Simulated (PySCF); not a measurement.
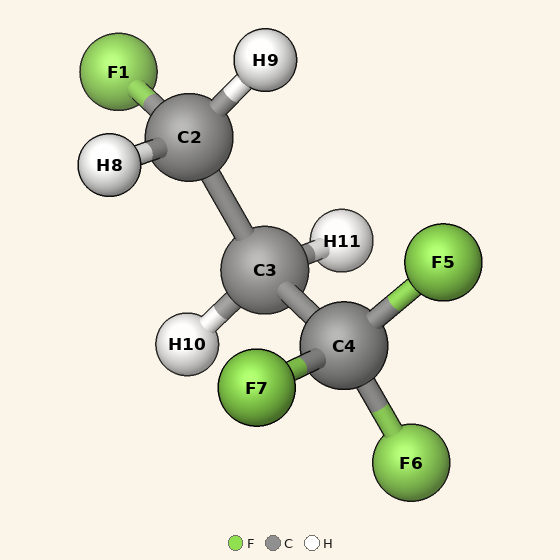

Computed geometry: GFN2-xTB optimisation. No frequency run is at hand to confirm it as a minimum. Level of theory: delta-SCF UKS SCAN, pcX-2 on the ionised atom, pcseg-1 elsewhere, spin-free X2C (PySCF 2.14.0).

Give the core-electron binding energies (to vacuum) of F1 1s, C2 1s, C3 1s, C4 1s, F5 1s.

```tsv
atom	level	binding energy (eV)
F1	1s	693.0
C2	1s	293.8
C3	1s	292.2
C4	1s	298.6
F5	1s	694.2
```
